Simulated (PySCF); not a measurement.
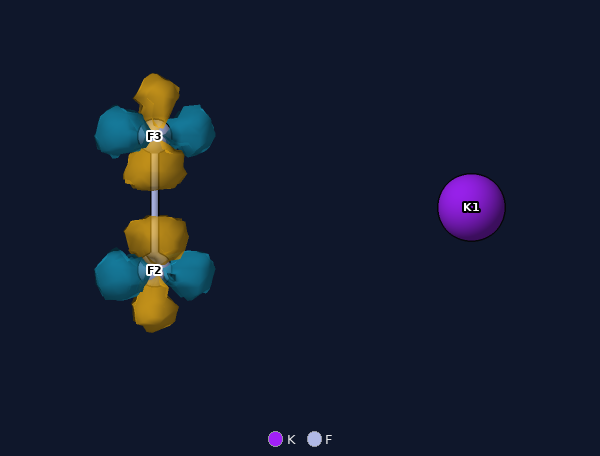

*F2K, charge +1, SMILES `[K+].FF`. Unrelaxed difference density of S₂ less the ground state (TDA singlet states), ±0.3 e/Å³; yellow: gain, teal: loss.*

Level of theory: PBE/def2-SVP (PySCF), at a geometry from GFN2-xTB. The pair's geometry is semi-empirical, so its contact may be too short or too long. GFN2-xTB bond lengths at metals and heavier atoms can be off by up to 0.1 Å and shapes distorted, which carries into these values. Without diffuse functions Rydberg states are missing, so the states' numbers hold for this basis only.

Coordinates in Å:

```
K1      -1.7372    0.0000    0.0000
F2       1.8337    0.7038    0.0000
F3       1.8337   -0.7038    0.0000
```

How does the charge move on excitation?

0.64 e is displaced in all, mostly between regions of the same atoms. The state: 4.54 eV (273 nm), f = 0.000 (very weak), ligand-centred; the leading pair carries 100 %; hole on F2 and F3 (50 % each), electron on F2 and F3 (50 % each); their centroids lie 0.0 Å apart; S₁ lies within 0.1 eV of it.
